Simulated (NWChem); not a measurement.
# doublet C2H3ClO+: levels of theory compared

We compute a comparison of 6 runs (UHF/STO-3G, UB3LYP/6-31G*, UB3LYP/cc-pVDZ, UM06-2X/cc-pVDZ, UPBE/cc-pVDZ, UPBE0/cc-pVDZ) of doublet C2H3ClO+. 

The results are computed with NWChem 7.3.0.

53 further runs of the same task are left out: 53 set aside as unsound or not needed.

## 1. The structure to begin with

The species is C2H3ClO+ (7 atoms), meant as a doublet with charge +1. SMILES of the parent species: `CC(=O)Cl`. The shape is that of a PBE0-D4/def2-TZVP optimisation. That shape belongs to the parent species and isn't relaxed for this state.

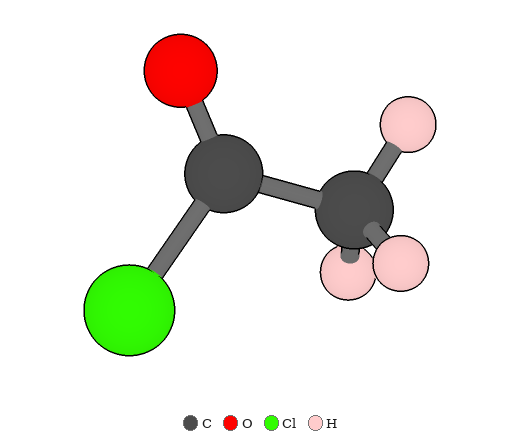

Viewed from a chosen angle; carbon dark grey, oxygen red, chlorine green, hydrogen pink.

## 2. The energy at UHF/STO-3G (run 1)

c2h3clo.nw

```
start c2h3clo
memory stack 880 mb heap 220 mb global 1100 mb
charge 1
geometry units angstrom noautosym nocenter noautoz
   C      0.144710     0.666770     0.108700
   C      0.017280    -0.815930     0.021550
   O      0.681540    -1.630880     0.555040
   Cl    -1.337090    -1.306820    -1.047030
   H      0.973300     0.921250     0.767410
   H     -0.788440     1.089970     0.484050
   H      0.308710     1.075650    -0.889730
end
basis spherical bse
   * library STO-3G
end
scf
   doublet
   uhf
   thresh 1e-08
   maxiter 80
end
task scf
```

Command:

```
$ nwchem c2h3clo.nw > c2h3clo.out
```

The program printed:

```text
[...]
  functions       =    27
[...]
  wavefunction    = UHF
[...]
         Total SCF energy =   -604.671613989389
      One electron energy =  -1118.736604287831
      Two electron energy =    364.406754757989
 Nuclear repulsion energy =    149.658235540452
                       Sz =      0.5000
                 Sz(Sz+1) =      0.7500
                      S^2 =      0.8204
[...]
```

Wall time 4.2 s (1 thread of Intel Xeon Platinum 8259CL at 2.50GHz (Skylake/Cascade Lake), shared host); peak memory 0.097 GiB.

## 3. The energy at UB3LYP/6-31G(d) (spherical functions) (run 2)

run.py

```python
from ase import Atoms
from ase.calculators.nwchem import NWChem

molecule = Atoms(['C', 'C', 'O', 'Cl', 'H', 'H', 'H'], positions=[
    [0.144710, 0.666770, 0.108700],
    [0.017280, -0.815930, 0.021550],
    [0.681540, -1.630880, 0.555040],
    [-1.337090, -1.306820, -1.047030],
    [0.973300, 0.921250, 0.767410],
    [-0.788440, 1.089970, 0.484050],
    [0.308710, 1.075650, -0.889730],
])

calc = NWChem(
    label='sp',
    theory='dft',
    memory='2200 mb',
    basis='6-31G*',
    basispar='spherical bse',
    charge=1,
    dft={'xc': 'b3lyp', 'mult': '2', 'grid': 'xfine', 'convergence': 'energy 1e-08', 'iterations': '100', 'mulliken': None, 'print': 'low'},
    task='energy',
)
molecule.calc = calc

e = molecule.get_potential_energy()
print(f"E = {e:.6f} eV")
```

Command:

```
$ export ASE_NWCHEM_COMMAND="nwchem PREFIX.nwi > PREFIX.nwo"
$ python run.py
```

The program printed:

```text
E = -16681.666798 eV
```

The calculator wrote sp.nwi:

```
title "sp"

permanent_dir sp

scratch_dir sp

start sp

geometry units angstrom nocenter noautosym noautoz
  C  1.4471000000000001e-01 6.6676999999999997e-01 1.0870000000000000e-01
  C  1.7280000000000000e-02 -8.1593000000000004e-01 2.1550000000000000e-02
  O  6.8154000000000003e-01 -1.6308800000000001e+00 5.5503999999999998e-01
  Cl -1.3370899999999999e+00 -1.3068200000000001e+00 -1.0470299999999999e+00
  H  9.7330000000000005e-01 9.2125000000000001e-01 7.6741000000000004e-01
  H  -7.8844000000000003e-01 1.0899700000000001e+00 4.8404999999999998e-01
  H  3.0870999999999998e-01 1.0756500000000000e+00 -8.8973000000000002e-01
end

charge 1

memory 2200 mb

basis spherical bse noprint
   * library 6-31G*
end

dft
  xc b3lyp
  mult 2
  grid xfine
  convergence energy 1e-08
  iterations 100
  mulliken
  print low
end

task dft energy
```

sp.nwo:

```text
Northwest Computational Chemistry Package (NWChem) 7.3.0
             --------------------------------------------------------

           Job information
           ---------------

    nwchem branch   = 7.3.0
    use scalapack   = T
    input           = sp.nwi
    prefix          = sp.
    data base       = sp/sp.db
    status          = startup
    nproc           =        1

           Memory information
           ------------------

[... 5 lines left out ...]
    hardfail = no
[... 41 lines left out ...]
            Nuclear Dipole moment (a.u.)
[... 105 lines left out ...]
         Total DFT energy =     -613.039952574502
[... 1 line left out ...]
           Coulomb energy =      414.599843939031
[... 1 line left out ...]
 Nuclear repulsion energy =      149.658235540452
[... 51 lines left out ...]
    Atom       Charge   Shell Charges
 -----------   ------   -------------------------------------------------------
    1 C    6     0.09   0.00  0.00  0.07 -0.00  0.02 -0.00
    2 C    6    -0.04  -0.00 -0.01 -0.05 -0.00 -0.02  0.04
    3 O    8     0.68   0.00  0.01  0.50 -0.00  0.17 -0.00
    4 Cl  17     0.27  -0.00 -0.00  0.01 -0.00  0.21 -0.00  0.05 -0.00
    5 H    1    -0.00  -0.00 -0.00
    6 H    1     0.00   0.00  0.00
    7 H    1     0.00   0.00  0.00

     --------------------------
     Expectation value of S2:
     --------------------------
      <S2> =      0.7599 (Exact =     0.7500)

 Task  times  cpu:       68.1s     wall:       68.1s
 Total times  cpu:       68.1s     wall:       68.1s
```

It took 70 s on 1 thread of Intel Xeon Platinum 8259CL at 2.50GHz (Skylake/Cascade Lake), shared host; peak memory 0.13 GiB.

## 4. A single-point energy at UB3LYP/cc-pVDZ (run 3)

calc.nw

```
start calc
memory stack 880 mb heap 220 mb global 1100 mb
charge 1
geometry units angstroms noautosym nocenter noautoz
 C      0.144710     0.666770     0.108700
 C      0.017280    -0.815930     0.021550
 O      0.681540    -1.630880     0.555040
 Cl    -1.337090    -1.306820    -1.047030
 H      0.973300     0.921250     0.767410
 H     -0.788440     1.089970     0.484050
 H      0.308710     1.075650    -0.889730
end
basis spherical bse
 C library cc-pVDZ
 O library cc-pVDZ
 Cl library cc-pVDZ
 H library cc-pVDZ
end
dft
 xc b3lyp
 mult 2
 grid xfine
 convergence energy 1e-08
 maxiter 100
 mulliken
 print medium
end
task dft energy
```

Command:

```
$ nwchem calc.nw > calc.out
```

The program printed:

```text
[...]
          Wavefunction type:  spin polarized.
          No. of atoms     :     7
          No. of electrons :    39
[...]
          Charge           :     1
          Spin multiplicity:     2
[...]
          AO basis - number of functions:    75
[...]
              XC Information
              --------------
                         B3LYP Method XC Potential
                     Hartree-Fock (Exact) Exchange  0.200
                        Slater Exchange Functional  0.800 local
                    Becke 1988 Exchange Functional  0.720 non-local
              Lee-Yang-Parr Correlation Functional  0.810
                  VWN I RPA Correlation Functional  0.190 local
[...]
 d= 0,ls=0.0,diis     1   -612.9151990935 -7.63D+02  1.05D-02  3.45D-01     9.5
[...]
 d= 0,ls=0.0,diis    15   -613.0788963737 -6.10D-09  5.81D-07  2.62D-10   120.5
[...]
         Total DFT energy =     -613.078896373735
      One electron energy =    -1128.925947353487
           Coulomb energy =      414.625934054922
    Exchange-Corr. energy =      -48.437118615623
 Nuclear repulsion energy =      149.658235540452
[...]
      Total Density - Mulliken Population Analysis
     ---------------------------------------------
    Atom       Charge   Shell Charges
 -----------   ------   -------------------------------------------------------
    1 C    6     5.95   2.01  0.68  0.34  2.14  0.74  0.04
    2 C    6     5.95   2.01  0.75  0.48  1.95  0.58  0.18
    3 O    8     7.81   2.01  0.91  0.88  2.73  1.26  0.02
    4 Cl  17    16.73   2.00  2.03  1.02  0.90  6.00  3.01  1.73  0.04
    5 H    1     0.87   0.73  0.11  0.03
    6 H    1     0.85   0.71  0.11  0.03
    7 H    1     0.85   0.71  0.10  0.03
[...]
      <S2> =      0.7598 (Exact =     0.7500)
[...]
```

It took 2 min on 1 thread of Intel Xeon Platinum 8259CL at 2.50GHz (Skylake/Cascade Lake), shared host; peak memory 0.13 GiB.

Runs 4 to 5 aren't shown in full; the table further down has their settings and results.

## 5. The energy at UPBE0/cc-pVDZ (run 6)

nw.nw

```
start nw
title "C2H3ClO energy"
memory total 2200 mb
charge 1

geometry units angstroms noautosym nocenter noautoz
C        0.144710       0.666770       0.108700
C        0.017280      -0.815930       0.021550
O        0.681540      -1.630880       0.555040
Cl      -1.337090      -1.306820      -1.047030
H        0.973300       0.921250       0.767410
H       -0.788440       1.089970       0.484050
H        0.308710       1.075650      -0.889730
end

basis spherical bse
C library cc-pVDZ
O library cc-pVDZ
Cl library cc-pVDZ
H library cc-pVDZ
end

dft
xc pbe0
mult 2
grid xfine
convergence energy 1e-08
maxiter 100
mulliken
print medium
end

task dft energy
```

Command:

```
$ nwchem nw.nw > nw.out
```

The program printed:

```text
[...]
          Wavefunction type:  spin polarized.
          No. of atoms     :     7
          No. of electrons :    39
[...]
          Charge           :     1
          Spin multiplicity:     2
[...]
          AO basis - number of functions:    75
[...]
              XC Information
              --------------
                         PBE0 Method XC Functional
                     Hartree-Fock (Exact) Exchange  0.250
          PerdewBurkeErnzerhof Exchange Functional  0.750
            Perdew 1991 LDA Correlation Functional  1.000 local
           PerdewBurkeErnz. Correlation Functional  1.000 non-local
[...]
 d= 0,ls=0.0,diis     1   -612.5792762763 -7.62D+02  9.93D-03  3.34D-01    10.4
[...]
 d= 0,ls=0.0,diis    15   -612.7415837011 -3.43D-09  4.19D-07  2.19D-10   134.1
[...]
         Total DFT energy =     -612.741583701125
      One electron energy =    -1128.875148747835
           Coulomb energy =      414.569089249756
    Exchange-Corr. energy =      -48.093759743498
 Nuclear repulsion energy =      149.658235540452
[...]
      Total Density - Mulliken Population Analysis
     ---------------------------------------------
    Atom       Charge   Shell Charges
 -----------   ------   -------------------------------------------------------
    1 C    6     6.02   2.01  0.67  0.39  2.12  0.78  0.04
    2 C    6     5.94   2.01  0.74  0.49  1.93  0.58  0.19
    3 O    8     7.80   2.01  0.90  0.90  2.71  1.26  0.02
    4 Cl  17    16.74   2.00  2.03  1.01  0.92  6.00  3.01  1.73  0.04
    5 H    1     0.85   0.72  0.10  0.03
    6 H    1     0.83   0.71  0.09  0.03
    7 H    1     0.83   0.70  0.09  0.03
[...]
      <S2> =      0.7616 (Exact =     0.7500)
[...]
```

Wall time 2.3 min (1 thread of Intel Xeon Platinum 8259CL at 2.50GHz (Skylake/Cascade Lake), shared host); peak memory 0.13 GiB.

## 6. Overview of the runs

```csv
run,level,iteration cap,module,energy (Eh),HOMO energy (eV),LUMO energy (eV),⟨S²⟩,wall time
1,UHF/STO-3G,80,scf,-604.671614,-18.77,-5.81,0.820,4.2 s
2,UB3LYP/6-31G* (spherical functions),100,dft,-613.039953,–,–,0.760,70 s
3,UB3LYP/cc-pVDZ,100,dft,-613.078896,-15.70,-13.55,0.760,2 min
4,UM06-2X/cc-pVDZ,100,dft,-612.974028,-17.29,-12.31,0.763,2.8 min
5,UPBE/cc-pVDZ,100,dft,-612.706420,-14.71,-14.35,0.754,2.2 min
6,UPBE0/cc-pVDZ,100,dft,-612.741584,-15.97,-13.26,0.762,2.3 min
```

## 7. Summary of results

```
                                 quantity          value
                      run 6: total energy  -612.74158 Eh
run 6: HOMO energy (highest over α and β)      -15.97 eV
 run 6: LUMO energy (lowest over α and β)      -13.26 eV
                              run 6: ⟨S²⟩          0.762
```

In words: Totals of different functionals can't be ranked against each other. In run 1 the basis is minimal, so the values are rough. All runs together took 10 min, the longest 2.8 min.
